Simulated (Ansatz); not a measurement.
System: F2H5NSi2 (SMILES F[SiH](F)N[SiH3]).

Input file:

```
crystal:
  periodic: [false, false, false]
  atoms:
    - {symbol: F, position_ang: [0.246512, -2.211035, -1.372217]}
    - {symbol: F, position_ang: [-2.070102, -1.349015, -1.993147]}
    - {symbol: N, position_ang: [0.094238, 0.162873, -2.734350]}
    - {symbol: Si, position_ang: [-0.600888, -0.842986, -1.541593]}
    - {symbol: Si, position_ang: [0.664219, 1.816231, -2.591634]}
    - {symbol: H, position_ang: [-0.686776, -0.142661, -0.251690]}
    - {symbol: H, position_ang: [0.190247, -0.257270, -3.659155]}
    - {symbol: H, position_ang: [0.436195, 2.230121, -1.180973]}
    - {symbol: H, position_ang: [2.116005, 1.917980, -2.917415]}
    - {symbol: H, position_ang: [-0.079917, 2.726668, -3.508956]}
basis:
  gaussian: {orbitals: def2-TZVPD}
hamiltonian: {xc: {name: PBE0}}
output: {forces: true, orbitals: {seedname: orbitals}}
```

Run with:

```sh
ansatz run input.yaml --threads 2 --pin off --max-ram 4350MiB --events-out events.jsonl --progress --plain --runs-dir runs
```

Geometry: B3LYP-D3(BJ)/def2-SVP.

Method: isolated molecule in a Gaussian basis; Kohn-Sham density functional theory, functional PBE0 (Ansatz).

What will maps of the electron density and electron localisation function show?

Si–N (1.71 Å): ρ is about 1.2 e/Å³ halfway; the ELF peaks at about 0.90 between the atoms; a polar covalent bond.
N–H (1.02 Å): ρ at the midpoint is about 2.8 e/Å³; the ELF climbs to about 1 towards the hydrogen, as it does in any bond to H; an ordinary covalent bond to hydrogen.
Si–N (1.75 Å): ρ is about 1 e/Å³ halfway; the ELF peaks at about 0.90 between the atoms: a shared but strongly polarised pair.
Si–H (1.47 Å): ρ is about 0.86 e/Å³ halfway; the ELF climbs to about 1 towards the hydrogen.

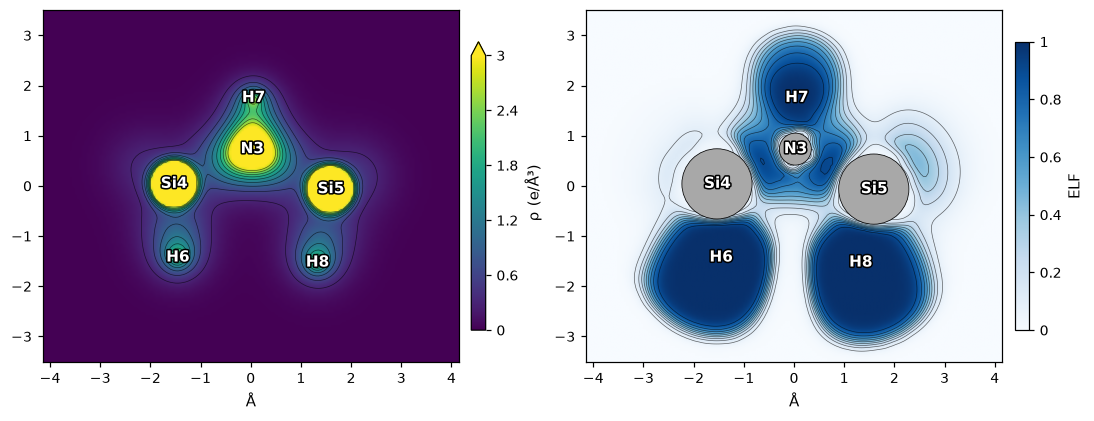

Computed electron density and electron localisation function on the plane of atoms Si4, N3 and Si5, in this order. Grey discs cover the atomic cores in the ELF map. 
